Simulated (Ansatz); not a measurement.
## What a change does: single-point calculation on CH$_{4}$MoO$_{2}$S

System: CH$_{4}$MoO$_{2}$S, SMILES [CH3][Mo](=[O])([OH])=[S].
Method of run A: RKS wB97M-V/def2-SVP (Ansatz 0.2.0).

The geometry comes from this level: PBE0-D4/def2-TZVP. Text and figures count atoms from 1; the logs count them from 0 in places.

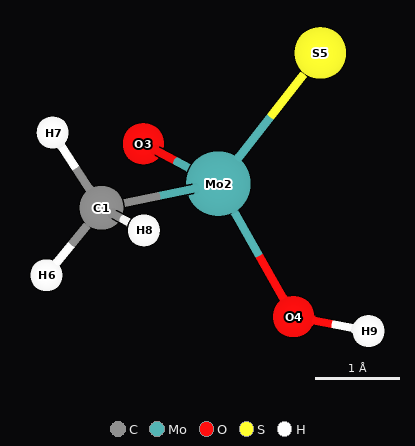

Figure 1. The structure as given in the input (ball-and-stick view, seen at an oblique angle; atoms are numbered from 1 in the order of the input). Sticks mark near contacts. Bond lengths as drawn: C–H 1.09 Å, C–Mo 2.09 Å, H–O 0.96 Å, Mo–O 1.67 to 1.86 Å and Mo–S 2.11 Å.

**The input, run A**
```yaml
crystal:
  periodic: [false, false, false]
  atoms:
    - {symbol: C, position_ang: [-0.277398, -0.693767, -1.125895]}
    - {symbol: Mo, position_ang: [0.553615, 0.300382, 0.518899]}
    - {symbol: O, position_ang: [1.952230, -0.544197, 0.858326]}
    - {symbol: O, position_ang: [-0.673821, 0.260940, 1.916513]}
    - {symbol: S, position_ang: [0.996190, 2.238385, -0.183262]}
    - {symbol: H, position_ang: [-0.519127, -1.710951, -0.801221]}
    - {symbol: H, position_ang: [0.436047, -0.736752, -1.950269]}
    - {symbol: H, position_ang: [-1.181613, -0.175413, -1.452016]}
    - {symbol: H, position_ang: [-1.197625, 1.015073, 2.201623]}
basis:
  gaussian: {orbitals: def2-SVP}
hamiltonian: {xc: {name: wB97M-V}}
output: {orbitals: {seedname: orbitals}}
```

Hardware: 4 CPU threads, shared host.

**Output (run A)**
```
Functional definition: wB97M-V
  parameter omega = 0.3/bohr
  parameter cx = 0.15
  parameter cx01 = 1.007
  parameter cx10 = 0.259
  parameter css00 = 0.443
  parameter css04 = -1.437
  parameter css10 = -4.535
  parameter css20 = -3.390
  parameter css43 = 4.278
  parameter cos00 = 1.000
  parameter cos10 = 1.358
  parameter cos20 = 2.924
  parameter cos21 = -8.812
  parameter cos60 = -1.390
  parameter cos61 = 9.142
  parameter b = 6.0
  parameter c = 0.01
  gx(w, u) = 1 - cx + cx01*u + cx10*w
  gss(w, u) = css00 + css04*u^4 + css10*w + css20*w^2 + css43*w^4*u^3
  gos(w, u) = cos00 + cos10*w + (cos20 + cos21*u)*w^2 + (cos60 + cos61*u)*w^6
  exchange = spin_sum(e_x_unif_sr(omega)*gx(b97_w, b97_u_x)) + cx*exact_x_sr(omega) + exact_x_lr(omega)
  correlation = spin_sum(e_c_pw_mod_same_spin*gss(b97_w, b97_u_same))
      + integral(e_c_pw_mod_opposite_spin*gos(b97_w_opposite, b97_u_opposite)) + vv10(b, c)
1202 factors; their error is unknown
284 factors; integrals over basis functions are off by at most 7.8e-6 eV
mean field evaluation 1: about -17866.3291 eV, gradient 7.6e1 eV
mean field evaluation 2: about -17815.5309 eV, gradient 1.9e2 eV
mean field evaluation 4: about -17877.6286 eV, gradient 1.1e1 eV
mean field evaluation 8: about -17877.8397 eV, gradient 1.7e-1 eV
mean field evaluation 16: about -17877.8645 eV, gradient 1.2e-3 eV
mean field -17877.86452279 eV, -656.9994031608 hartree, gradient 2.3e-5 eV, S^2 0.000000; 0 other end points of the search recorded, 0 dependent functions left out
reference -17877.86460764 eV, -656.9994062789 hartree; 28, 28 occupied and 83, 83 virtual orbitals, 1202 factors
Total energy: -17877.86460764 eV, -656.9994062789 hartree
```

The input of run B differs as follows (lines with − go, lines with + come):
```diff
-  gaussian: {orbitals: def2-SVP}
+  gaussian: {orbitals: "def2-QZVPP.json"}
```

What does this change do to the results?

The total energy of run B is 267.7 kcal/mol lower, which measures the change of basis and not a stability. The HOMO goes from −9.81 to −9.86 eV. The LUMO goes from −0.74 to −0.86 eV. The basis functions go from 111 to 442.

**Output (run B)**
```
Functional definition: wB97M-V
  parameter omega = 0.3/bohr
  parameter cx = 0.15
  parameter cx01 = 1.007
  parameter cx10 = 0.259
  parameter css00 = 0.443
  parameter css04 = -1.437
  parameter css10 = -4.535
  parameter css20 = -3.390
  parameter css43 = 4.278
  parameter cos00 = 1.000
  parameter cos10 = 1.358
  parameter cos20 = 2.924
  parameter cos21 = -8.812
  parameter cos60 = -1.390
  parameter cos61 = 9.142
  parameter b = 6.0
  parameter c = 0.01
  gx(w, u) = 1 - cx + cx01*u + cx10*w
  gss(w, u) = css00 + css04*u^4 + css10*w + css20*w^2 + css43*w^4*u^3
  gos(w, u) = cos00 + cos10*w + (cos20 + cos21*u)*w^2 + (cos60 + cos61*u)*w^6
  exchange = spin_sum(e_x_unif_sr(omega)*gx(b97_w, b97_u_x)) + cx*exact_x_sr(omega) + exact_x_lr(omega)
  correlation = spin_sum(e_c_pw_mod_same_spin*gss(b97_w, b97_u_same))
      + integral(e_c_pw_mod_opposite_spin*gos(b97_w_opposite, b97_u_opposite)) + vv10(b, c)
1523 factors; their error is unknown
362 factors; integrals over basis functions are off by at most 2.7e-5 eV
mean field evaluation 1: about -17876.5491 eV, gradient 8.6e1 eV
mean field evaluation 2: about -17824.0521 eV, gradient 2.0e2 eV
mean field evaluation 4: about -17889.1648 eV, gradient 1.3e1 eV
mean field evaluation 8: about -17889.4604 eV, gradient 1.8e-1 eV
mean field evaluation 16: about -17889.4737 eV, gradient 3.6e-3 eV
mean field -17889.47366326 eV, -657.4260312040 hartree, gradient 4.4e-5 eV, S^2 0.000000; 0 other end points of the search recorded, 0 dependent functions left out
reference -17889.47372720 eV, -657.4260335539 hartree; 28, 28 occupied and 414, 414 virtual orbitals, 1523 factors
Total energy: -17889.47372720 eV, -657.4260335539 hartree
```

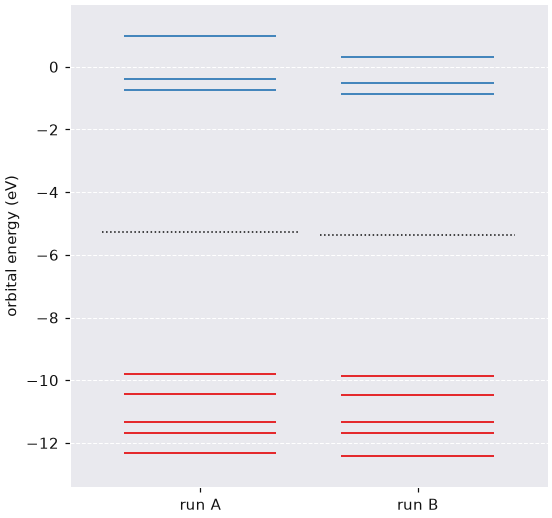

Figure 2. The five highest filled and three lowest empty orbital energies of the two runs; the dotted lines part filled from empty levels. The HOMO–LUMO gap is 9.07 eV in run A and 9.00 eV in run B.

**The two runs side by side**

| quantity | run A | run B |
| --- | --- | --- |
| outcome | converged | converged |
| total energy (hartree) | −656.999406 | −657.426034 |
| HOMO (eV) | −9.81 | −9.86 |
| LUMO (eV) | −0.74 | −0.86 |
| basis functions | 111 | 442 |
| wall time (shared host) | 6 s | 23 s |
